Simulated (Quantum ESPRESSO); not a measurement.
# Voltage at the next charge: Ag(111), 5 layers against an electrode

**Set-up.** Quantum ESPRESSO 7.5, PBE, GBRV ultrasoft; ESM with bc3, a metal electrode 5.95 Å above the top atoms; cell area 7.243 Å²; ions fixed. V is the potential energy of an electron at the electrode over the slab's Fermi level, divided by e, so that it equals the work function at zero charge; positive charge removes electrons.

```
charge (e a cell)  V (V)
                0  4.523
           0.0109  5.705
           0.0217  6.892
```

**Question.** What is V at a charge of 0.0435 e, and what capacitance do the rows imply?

By hand: The last two rows give dV/dq = (6.892 − 5.705)/(0.0217 − 0.0109) = 109.9 V/e, so C = 1602/(7.243 × 109.9) = 2.01 µF/cm², an effective gap of 8.854/2.01 = 4.40 Å. At constant C, V = 6.892 + 109.9 × 0.0218 = 9.29 V.

**The withheld run.** V = 9.331 V; the estimate misses by −0.04 V, 1.8 % of the step. Over the three intervals C goes 2.04, 2.01 and 1.98 µF/cm²: it falls as electrons leave, the surface charge drawing back towards the atoms.

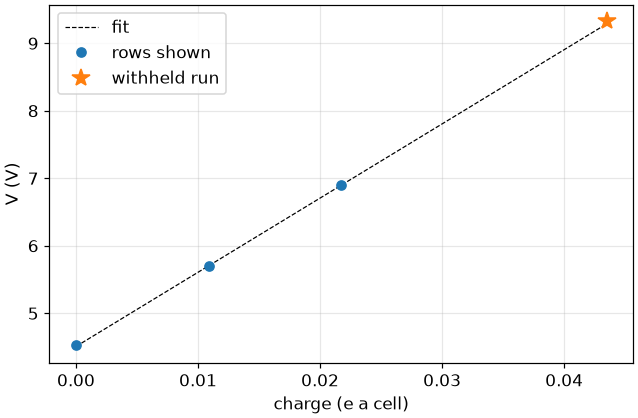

The rows shown, the fit and the withheld run.

Caveats: Vacuum fills the gap; a dielectric or electrolyte would change C. The slab is thin.

[Logs are printed without paths, hosts, clocks, repeated set-up lines and the standing remarks that a program may print on its own settings, such as how far it seeks lower states.]
